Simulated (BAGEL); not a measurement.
**B3LYP/cc-pVDZ (density fitting with qzvpp-jkfit) run of SiHSF3 (SMILES F[Si](F)(F)S)**

What is the energy change on altering one bond length of SiHSF3 at B3LYP/cc-pVDZ (density fitting with qzvpp-jkfit)? 

The results are computed with BAGEL 1.2.2.

1 further run of the same task is left out (set aside as unsound or not needed).

### 1 The molecule

The species is SiHSF3 (6 atoms), meant as a singlet with charge 0. SMILES: `F[Si](F)(F)S`. The coordinates come from a PBE0-D4/def2-TZVP relaxation.

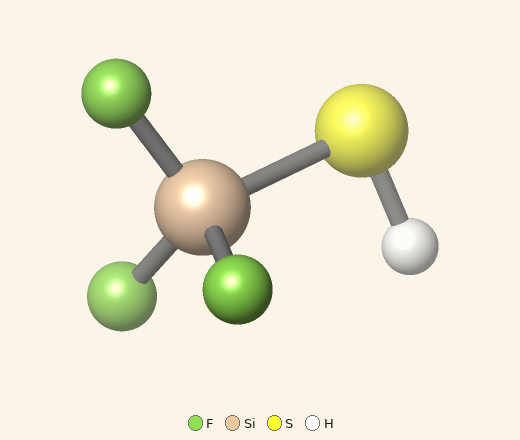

The structure, seen from a chosen angle (fluorine green, silicon light orange, sulfur yellow, hydrogen white).

### 2 The energy at B3LYP/cc-pVDZ (density fitting with qzvpp-jkfit)

The input, calc.json:

```json
{ "bagel": [

{
  "title": "molecule",
  "basis": "cc-pvdz.json",
  "df_basis": "qzvpp-jkfit",
  "angstrom": "true",
  "geometry": [
    { "atom": "F", "xyz": [       0.466800,      -0.998900,       1.589500 ] },
    { "atom": "Si", "xyz": [       0.253700,      -0.377400,       0.162100 ] },
    { "atom": "F", "xyz": [      -0.333300,      -1.487500,      -0.786100 ] },
    { "atom": "F", "xyz": [       1.659400,       0.005000,      -0.432600 ] },
    { "atom": "S", "xyz": [      -1.016800,       1.267900,       0.370500 ] },
    { "atom": "H", "xyz": [      -0.987600,       1.526900,      -0.949600 ] }
  ]
},

{
  "title": "ks",
  "xc_func": "b3lyp"
},

{
  "title": "print",
  "file": "orbitals.molden",
  "orbitals": "true"
}

]}
```

The basis set cc-pVDZ is read from a file made from the Basis Set Exchange's data (not shown).

Launch:

```bash
$ BAGEL_NUM_THREADS=1 BAGEL calc.json > calc.out
```

Standard output:

```text
* using 1 threads per process

  ===============================================================
  ===============================================================

  *** Geometry ***

  { "atom" : "F", "xyz" : [      0.882124,     -1.887647,      3.003720 ] },
  { "atom" : "Si", "xyz" : [      0.479424,     -0.713183,      0.306325 ] },
  { "atom" : "F", "xyz" : [     -0.629846,     -2.810968,     -1.485514 ] },
  { "atom" : "F", "xyz" : [      3.135812,      0.009449,     -0.817496 ] },
  { "atom" : "S", "xyz" : [     -1.921474,      2.395984,      0.700144 ] },
  { "atom" : "H", "xyz" : [     -1.866294,      2.885423,     -1.794484 ] },

  Number of auxiliary basis functions:      505

  Since a DF basis is specified, we compute 2- and 3-index integrals:
    o Being stored without compression. Storage requirement is 0.028 GB

  Number of basis functions:       83
  Number of electrons      :       58

    * METHOD: MOLECULE                             0.26

  *** Kohn-Sham DFT ***

    * Removing 10819 points whose weight is below 1.00e-10
    * Grid points: 78617

  === Nuclear Repulsion ===
   323.4283758812

       - DIIS with orbital gradients will be used.

  === KS iteration (b3lyp / cc-pvdz.json) ===
      0       -955.67590823          0.13036978           0.40
      1       -868.76505427          0.16566298           0.37
      2       -790.29716326          0.18668249           0.38
      3       -976.98850554          0.07973581           0.37
      4       -987.34367380          0.02849427           0.37
      5       -987.73764045          0.02144052           0.37
      6       -988.00142462          0.00735128           0.37
      7       -988.04237976          0.00323332           0.37
      8       -988.05006363          0.00130013           0.37
      9       -988.05173301          0.00013173           0.37
     10       -988.05174393          0.00006801           0.37
     11       -988.05174669          0.00000811           0.37
     12       -988.05174672          0.00000539           0.37
     13       -988.05174675          0.00000130           0.37
     14       -988.05174675          0.00000025           0.37
     15       -988.05174675          0.00000011           0.36
     16       -988.05174675          0.00000004           0.37
     17       -988.05174675          0.00000001           0.37
     18       -988.05174675          0.00000000           0.37
    * SCF iteration converged.

    * Permanent dipole moment:
           (    0.287578,    -0.456062,     0.322104) a.u.

    * METHOD: KS                                   7.53

    * METHOD: PRINT                                0.02

  ===============================================================
```

It took 8.1 s on 1 thread of Arm Neoverse V1, shared host; peak memory 0.35 GiB.

### 3 The distorted shape, same level

The input, calc.json:

```json
{ "bagel" : [

{
  "title" : "molecule",
  "basis" : "cc-pvdz.json",
  "df_basis" : "qzvpp-jkfit",
  "angstrom" : true,
  "geometry" : [
    { "atom" : "F", "xyz" : [       0.443439,      -1.206109,       2.645627 ] },
    { "atom" : "Si", "xyz" : [       0.230339,      -0.584609,       1.218227 ] },
    { "atom" : "F", "xyz" : [      -0.356661,      -1.694709,       0.270027 ] },
    { "atom" : "F", "xyz" : [       1.636039,      -0.202209,       0.623527 ] },
    { "atom" : "S", "xyz" : [      -1.040161,       1.060691,       1.426627 ] },
    { "atom" : "H", "xyz" : [      -0.987600,       1.526900,      -0.949600 ] }
  ]
},

{
  "title" : "ks",
  "xc_func" : "b3lyp"
},

{
  "title" : "print",
  "file" : "orbitals.molden",
  "orbitals" : true
}

]}
```

The basis set cc-pVDZ is read from a file made from the Basis Set Exchange's data (not shown).

Launch:

```bash
$ BAGEL_NUM_THREADS=1 BAGEL calc.json > calc.out
```

Standard output:

```text
* using 1 threads per process

  ===============================================================
  ===============================================================

  *** Geometry ***

  { "atom" : "F", "xyz" : [      0.837978,     -2.279216,      4.999510 ] },
  { "atom" : "Si", "xyz" : [      0.435278,     -1.104751,      2.302115 ] },
  { "atom" : "F", "xyz" : [     -0.673992,     -3.202536,      0.510277 ] },
  { "atom" : "F", "xyz" : [      3.091666,     -0.382120,      1.178295 ] },
  { "atom" : "S", "xyz" : [     -1.965619,      2.004415,      2.695934 ] },
  { "atom" : "H", "xyz" : [     -1.866294,      2.885423,     -1.794484 ] },

  Number of auxiliary basis functions:      505

  Since a DF basis is specified, we compute 2- and 3-index integrals:
    o Being stored without compression. Storage requirement is 0.028 GB

  Number of basis functions:       83
  Number of electrons      :       58

    * METHOD: MOLECULE                             0.26

  *** Kohn-Sham DFT ***

    * Removing 10207 points whose weight is below 1.00e-10
    * Grid points: 79229

  === Nuclear Repulsion ===
   319.3838073487

       - DIIS with orbital gradients will be used.

  === KS iteration (b3lyp / cc-pvdz.json) ===
      0       -956.22360623          0.12844709           0.39
      1       -871.61247250          0.16114479           0.37
      2       -792.30150671          0.19329579           0.37
      3       -972.71593390          0.10005147           0.36
      4       -983.27123453          0.05432304           0.36
      5       -987.81586568          0.01189881           0.36
      6       -987.77944990          0.01256269           0.36
      7       -987.86433407          0.00763403           0.36
      8       -987.92164898          0.00215330           0.36
      9       -987.92517459          0.00064852           0.37
     10       -987.92553570          0.00015400           0.37
     11       -987.92555229          0.00004956           0.37
     12       -987.92555425          0.00001474           0.37
     13       -987.92555441          0.00000235           0.37
     14       -987.92555441          0.00000115           0.36
     15       -987.92555441          0.00000051           0.37
     16       -987.92555441          0.00000014           0.37
     17       -987.92555441          0.00000006           0.37
     18       -987.92555441          0.00000001           0.37
     19       -987.92555441          0.00000000           0.37
    * SCF iteration converged.

    * Permanent dipole moment:
           (    0.280064,    -0.449677,     0.338977) a.u.

    * METHOD: KS                                   7.78

    * METHOD: PRINT                                0.02

  ===============================================================
```

It took 8.4 s on 1 thread of Arm Neoverse V1, shared host; peak memory 0.35 GiB.

### 4 Outcome

At B3LYP/cc-pVDZ (density fitting with qzvpp-jkfit):

| quantity | value |
| --- | --- |
| first shape: total energy | -988.05175 Eh |
| first shape: dipole moment | 1.60 D |
| first shape: HOMO energy | -8.13 eV |
| first shape: LUMO energy | -0.09 eV |
| first shape: HOMO–LUMO gap | 8.05 eV |
| distorted shape: total energy | -987.92555 Eh |
| distorted shape: dipole moment | 1.60 D |
| distorted shape: HOMO energy | -8.07 eV |
| distorted shape: LUMO energy | -5.41 eV |
| distorted shape: HOMO–LUMO gap | 2.66 eV |
| energy change with the S5–H6 bond stretched from 1.346 to 2.422 Å | 3.434 eV |

One bond (distorted shape) is far stretched, which a spin-restricted single reference describes badly; a broken-symmetry solution may lie lower. With the S5–H6 bond stretched from 1.346 to 2.422 Å the energy rises by 3.43 eV (79 kcal/mol). The first shape isn't relaxed at this level, so the change isn't measured from a minimum. A restricted reference can't describe the breaking bond well at this length.
